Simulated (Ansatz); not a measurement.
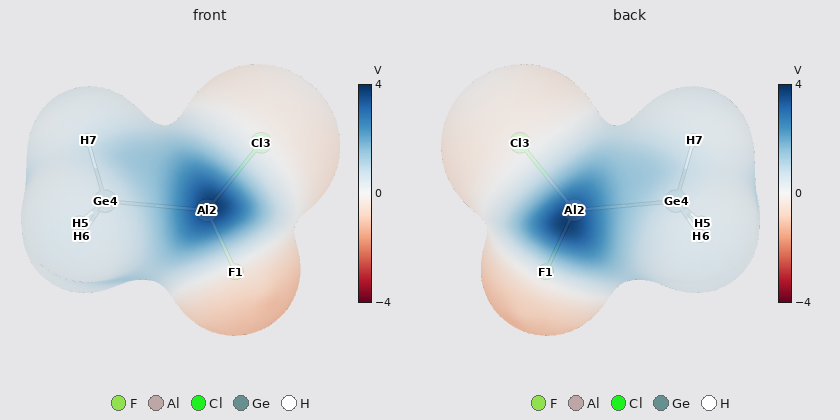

Figure 1: AlClFGeH₃. The molecular electrostatic potential painted on the density surface at 0.002 e/bohr³, seen from the front and from behind; the colour scale runs from red (negative) to blue (positive).

Geometry: PBE0-D4/def2-TZVP.

All numbers below come from RKS PBE0-D4/def2-TZVPP (Ansatz).

| atom | x (Å) | y (Å) | z (Å) |
| --- | --- | --- | --- |
| F | 1.6759 | -0.5601 | 1.9389 |
| Al | 0.6881 | -0.9545 | 0.6849 |
| Cl | 0.5309 | -2.9812 | 0.2110 |
| Ge | -0.5129 | 0.8101 | -0.5250 |
| H | 0.4814 | 1.8163 | -1.1275 |
| H | -1.4385 | 1.5782 | 0.4329 |
| H | -1.3636 | 0.2233 | -1.6609 |

Q: Where is the surface potential most negative and most positive?

A: The most negative region (about −1.2 V, or −28 kcal/mol for a unit charge) lies over F1, the most positive (about +3.7 V, or +85 kcal/mol for a unit charge) over Al2.
